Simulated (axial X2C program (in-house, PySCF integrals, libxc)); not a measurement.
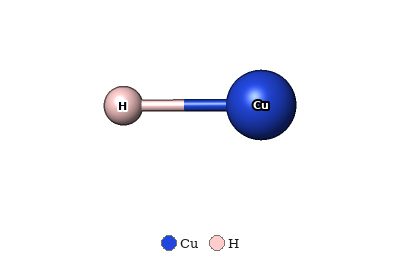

Fig. 1: The molecule at the reference distance of 1.462 Å.

Run report: CuH, relativistic diatomic calculation

System: CuH. The reference is closed-shell CuH; the roots are vertical excitation energies. The distance is the PBE0 minimum at charge 0.
Method: EOM-EE-CCSD, two-component X2C with atomic mean-field Coulomb and Gaunt terms, Cu dyall-acv3z, H dyall-av3z (cores contracted) (axial X2C program (in-house, PySCF integrals, libxc)).

### Log
```
two-component X2C + atomic mean field  HF
basis functions 147  fitting functions 777  grid points 5070
iter        total energy     max residual
   1      -1652.195570745     1.73e+00
   2      -1653.238873249     4.51e-02
   3      -1653.215766809     7.85e-02
   4      -1653.262232056     3.39e-03
   5      -1653.262642933     1.71e-03
   6      -1653.262802889     1.34e-03
   7      -1653.262879618     7.41e-04
   8      -1653.262899147     1.85e-04
   9      -1653.262900697     3.93e-05
  10      -1653.262900773     7.13e-06
  11      -1653.262900777     3.28e-06
  12      -1653.262900778     1.51e-06
converged
one-electron -2327.63871475  Coulomb 731.24956926  exact exchange -66.86175501  xc functional 0.00000000  nuclear repulsion 10.49667518  atomic mean-field constant -0.50867546
correlated 12  virtual 230  natural virtual 88  E(MP2) -0.580714766  MP2 remainder -0.073647559
iter   CCSD correlation   residual
   1     -0.404824076   2.69e-01
   2     -0.438821036   1.80e-01
   3     -0.443576592   4.40e-02
   4     -0.444171654   2.55e-02
   5     -0.444292402   1.44e-02
   6     -0.444776763   9.24e-03
   7     -0.444836848   5.45e-03
   8     -0.444682509   3.42e-03
   9     -0.444855282   1.75e-03
  10     -0.444824896   7.67e-04
  11     -0.444812131   3.21e-04
  12     -0.444824939   1.71e-04
  13     -0.444823728   1.01e-04
  14     -0.444821975   6.48e-05
  15     -0.444822665   4.67e-05
  16     -0.444822996   2.97e-05
  17     -0.444822559   1.73e-05
  18     -0.444822811   1.06e-05
  19     -0.444822865   6.89e-06
  20     -0.444822749   4.07e-06
  21     -0.444822804   2.42e-06
  22     -0.444822824   1.29e-06
(T) -0.019741365481081335  T1 0.0607  D1 0.1348  max T2 0.038
EOM-EE-CCSD roots
2*Omega      energy/Eh   energy/eV  one-particle weight
    0       0.08436201      2.2956      0.953
    0       0.10267688      2.7940      0.936
    0       0.11636454      3.1664      0.935
    0       0.11700141      3.1838      0.934
    0       0.17065159      4.6437      0.949
    2       0.08441816      2.2971      0.953
    2       0.11281339      3.0698      0.935
    2       0.12082202      3.2877      0.935
    2       0.12758335      3.4717      0.931
    4       0.11114750      3.0245      0.935
    4       0.11774868      3.2041      0.935
    4       0.12715727      3.4601      0.932
    6       0.11551233      3.1433      0.936
```

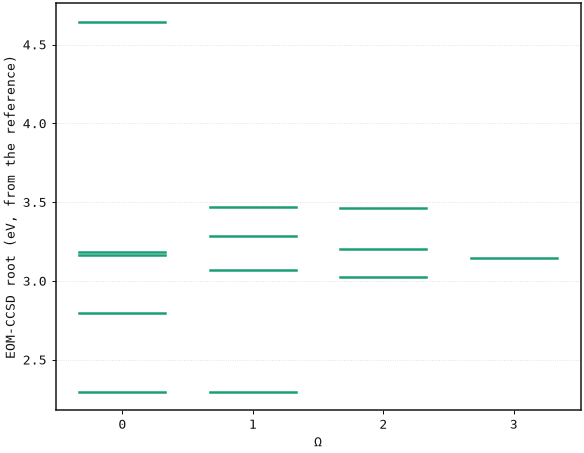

Fig. 2: EOM-CCSD roots by Ω at 1.46 Å. The lowest has Ω = 0 and lies at 2.296 eV, with one-particle weight 0.95.

### Input file
```
{"zs": [29, 1], "q": 0, "bas": ["dyall-acv3z", "dyall-av3z"], "r0": 1.44, "eom": "ee", "thr": -2.0, "nmax": 88}
```

The line is the task of a batch: nuclear charges, charge, bases, a first guess of the distance and further settings. This report covers the levels named above. The log is that of the reference distance 1.462 Å.

Launched within a batch (the task file carries these settings):
```bash
python <driver script> task.json out
```

### Results in brief

- outcome: converged
- HF energy of the reference CuH: −1653.26290 hartree
- MP2 energy of the reference CuH: −1653.84362 hartree
- CCSD energy of the reference CuH (with the MP2 share of the virtual spinors left out of the coupled-cluster step): −1653.78137 hartree
- CCSD(T) energy of the reference CuH: −1653.80111 hartree
- T1 diagnostic (spinor form; for a closed shell √2 times the usual value): 0.061
- hardware: 1 thread of Arm Neoverse V1, 112 GiB of memory available, shared host
- wall time: 55 s
- peak memory: 0.7 GiB
